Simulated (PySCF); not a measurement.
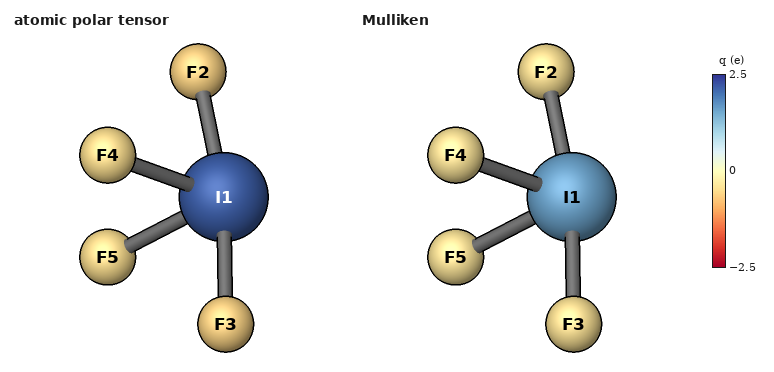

Atomic charges of one calculation by 2 schemes, on one colour scale. State: neutral, doublet. Computed geometry: PBE0/def2-SVP with core potentials optimisation. Method: PBE0/def2-SVP, core potentials on I (PySCF 2.14.0).

Question: Which scheme gives the most polar picture (largest mean size of the charges)?

Answer: The atomic polar tensor charges are the largest in size here.

List the charges (e), one line for each set of equivalent atoms.

```json
{"atom": "I1", "atomic polar tensor": "2.16", "Mulliken": "1.58"}
{"atom": "F2, F3", "atomic polar tensor": "−0.60", "Mulliken": "−0.42"}
{"atom": "F4, F5", "atomic polar tensor": "−0.48", "Mulliken": "−0.37"}
```

This isn't the lowest structure that the search found: a doublet minimum of C4v symmetry lies 38 kJ/mol lower at the level of the geometry.
